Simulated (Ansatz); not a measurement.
The figure comes from a scan of SnTe (rock salt): a phonon pattern at X = (0.5, 0.5, 0.0) is frozen into a 4-atom cell, Q being the largest atomic displacement. Calculation: PBE (plane waves to 420 eV, PAW, scalar-relativistic; Ansatz, a program for electronic structure). k mesh 13×13×13 (Γ-centred), Fermi-Dirac smearing 0.05 eV. E stands for the smeared free energy. SnTe was relaxed with its symmetry unable to fall. Spin-orbit coupling is left out, though Te is heavy. The PAW data are Ansatz's earlier set. ΔE is measured from the undisplaced structure.

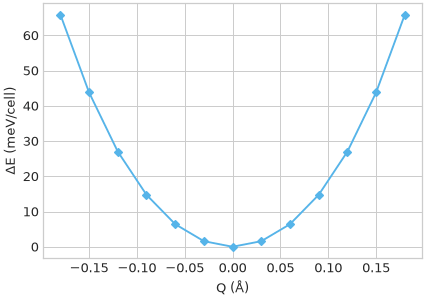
*ΔE (meV/cell) against Q (Å); one marker a computed point.*

Q: List the plotted points as numbers.

A: To the nearest 1:

| Q (Å) | ΔE (meV/cell) |
|---|---|
| -0.180 | 66 |
| -0.150 | 44 |
| -0.120 | 27 |
| -0.090 | 15 |
| -0.060 | 6 |
| -0.030 | 2 |
| 0.000 | 0 |
| 0.030 | 2 |
| 0.060 | 6 |
| 0.090 | 15 |
| 0.120 | 27 |
| 0.150 | 44 |
| 0.180 | 66 |

(A displaced cell: forces are minus the slopes of the energy, force constants its curvatures, and phonons follow from these.)
